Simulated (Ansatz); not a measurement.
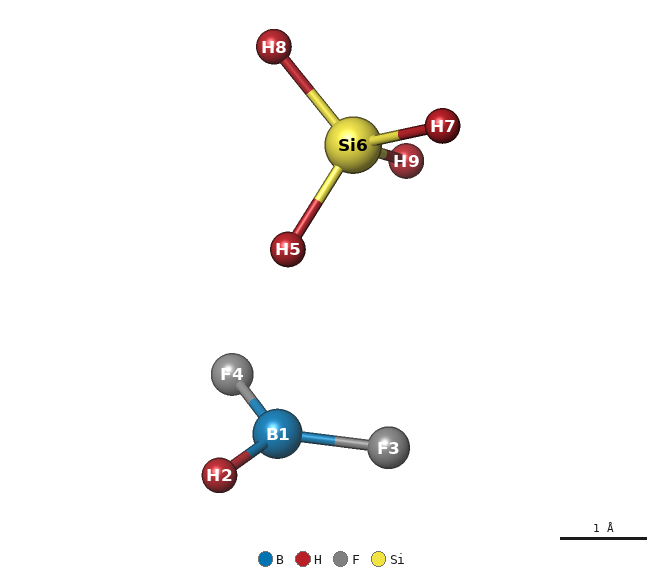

Atoms carry their numbers in the input. Computed geometry: PBE0-D4/def2-TZVP optimisation.

List the bonds and their lengths.

```json
{"bond": "B1–H2", "length (Å)": "1.191"}
{"bond": "B1–F3", "length (Å)": "1.314"}
{"bond": "B1–F4", "length (Å)": "1.314"}
{"bond": "H5–Si6", "length (Å)": "1.488"}
{"bond": "Si6–H7", "length (Å)": "1.484"}
{"bond": "Si6–H8", "length (Å)": "1.484"}
{"bond": "Si6–H9", "length (Å)": "1.483"}
```
